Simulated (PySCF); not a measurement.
C₅H₃F₃O (SMILES FC1=C[C@H](F)C(F)=CO1)

The calculation's input:

```
{"job": {"kind": "nmr", "xc": "PBE0", "basis": "pcSseg-1"}, "charge": 0, "multiplicity": 1}
F     -1.435450     2.376501    -0.607395
C     -0.718384     1.300345    -0.297724
C     -1.242470     0.079834    -0.254039
C     -0.408072    -1.079268     0.186991
F     -0.741358    -1.410123     1.510247
C      1.030695    -0.670535     0.127564
F      1.940729    -1.656540     0.201416
C      1.431926     0.594740     0.026434
O      0.571119     1.632887    -0.122766
H     -2.291467    -0.069845    -0.437597
H     -0.602046    -1.998536    -0.380080
H      2.465976     0.899855     0.020923
```

Launched as:

```sh
OMP_NUM_THREADS=1 python probes_run.py task.json out
```

Geometry: GFN2-xTB.

Theory: PBE0/pcSseg-1, SCF density, gas phase, non-relativistic (PySCF).

> Predict the electron density and electron localisation function between the atoms.

C–C (1.33 Å): ρ at the midpoint is about 2.3 e/Å³; the ELF peaks at about 0.95 between the atoms (a multiple bond).
C–F (1.33 Å): ρ at the midpoint is about 2.4 e/Å³; the ELF peaks at about 0.85 between the atoms; a polar covalent bond.
C–O (1.34 Å): ρ is about 2.4 e/Å³ halfway; the ELF peaks at about 0.90 between the atoms, as expected for a shared but strongly polarised pair.
C–H (1.08 Å): ρ at the midpoint is about 2.1 e/Å³; the ELF climbs to about 1 towards the hydrogen, as it does in any bond to H; a covalent bond by its length.

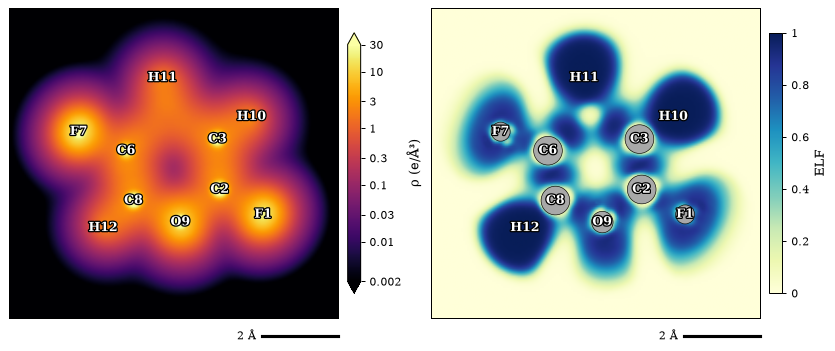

Computed electron density and electron localisation function on the plane of atoms C2, O9 and C8, in this order. Grey discs cover the atomic cores in the ELF map. 
